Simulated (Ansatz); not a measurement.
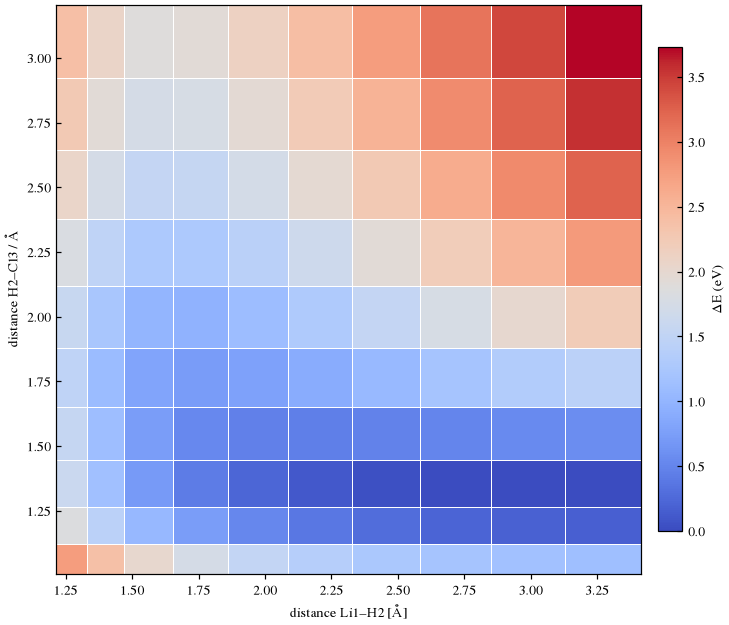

Energy landscape of the system Li + HCl, spin multiplicity 2. First axis: distance Li1–H2. Second axis: distance H2–Cl3. Nothing is relaxed (the angle Li1–H2–Cl3 is fixed at 180 degrees). Grid: 10 × 10 points. Points are written as (first, second). Energies are in eV, from the lowest grid point. In part of the range the unrestricted reference is strongly spin-contaminated. The calculation used UHF-CCSD(T), frozen core/def2-TZVPD in Ansatz 0.2.0.

In the figure: one coloured cell a grid point. 

What does the map say about the system?

Answer. The lowest grid point is at (3.272 Å, 1.347 Å). It lies on the edge of the grid, but the force there points inwards, so the minimum lies inside the range. The highest grid point, (3.272 Å, 3.064 Å), lies 3.73 eV above the lowest.

The values on the grid:

| distance H2–Cl3 ↓, distance Li1–H2 → | 1.272 | 1.387 | 1.555 | 1.751 | 1.969 | 2.203 | 2.453 | 2.715 | 2.988 | 3.272 |
| --- | --- | --- | --- | --- | --- | --- | --- | --- | --- | --- |
| 3.064 | 2.40 | 2.07 | 1.88 | 1.93 | 2.13 | 2.42 | 2.76 | 3.11 | 3.44 | 3.73 |
| 2.780 | 2.27 | 1.94 | 1.75 | 1.78 | 1.96 | 2.23 | 2.54 | 2.91 | 3.24 | 3.56 |
| 2.507 | 2.07 | 1.73 | 1.54 | 1.55 | 1.73 | 1.98 | 2.26 | 2.61 | 2.93 | 3.24 |
| 2.245 | 1.82 | 1.48 | 1.27 | 1.27 | 1.43 | 1.66 | 1.93 | 2.20 | 2.52 | 2.79 |
| 1.995 | 1.58 | 1.23 | 1.00 | 0.97 | 1.10 | 1.30 | 1.53 | 1.77 | 2.00 | 2.22 |
| 1.761 | 1.47 | 1.09 | 0.81 | 0.72 | 0.78 | 0.90 | 1.05 | 1.20 | 1.33 | 1.44 |
| 1.543 | 1.56 | 1.11 | 0.73 | 0.53 | 0.45 | 0.44 | 0.47 | 0.51 | 0.54 | 0.58 |
| 1.347 | 1.60 | 1.15 | 0.71 | 0.41 | 0.22 | 0.11 | 0.04 | 0.01 | 0.00 | 0.00 |
| 1.179 | 1.84 | 1.44 | 1.04 | 0.74 | 0.52 | 0.38 | 0.28 | 0.22 | 0.18 | 0.17 |
| 1.064 | 2.77 | 2.39 | 2.02 | 1.73 | 1.52 | 1.37 | 1.27 | 1.20 | 1.15 | 1.13 |

The input of one point:

```yaml
crystal:
  periodic: [false, false, false]
  atoms:
    - { symbol: Li, position_ang: [-3.272, 0.0, 0.0] }
    - { symbol: H, position_ang: [0.0, 0.0, 0.0] }
    - { symbol: Cl, position_ang: [1.347, 0.0, 0.0] }
magnetization:
  spin_polarized: true
  initial_magnetization: 1
basis:
  gaussian: { orbitals: def2-TZVPD }
hamiltonian:
  xc: hf
output:
  forces: true
correlation:
  method: ccsd_t
scf:
  omitted_lower_state_checks: [cluster_reference]
```

Each point was launched as `ansatz run input.yaml --threads 1 --pin off --max-ram 2560MiB --backend cpu --events-out ev --progress --plain --runs-dir out`. Time for the 100 points that were run: 25 min on 1 thread of Arm Neoverse V2, with other jobs on the host.
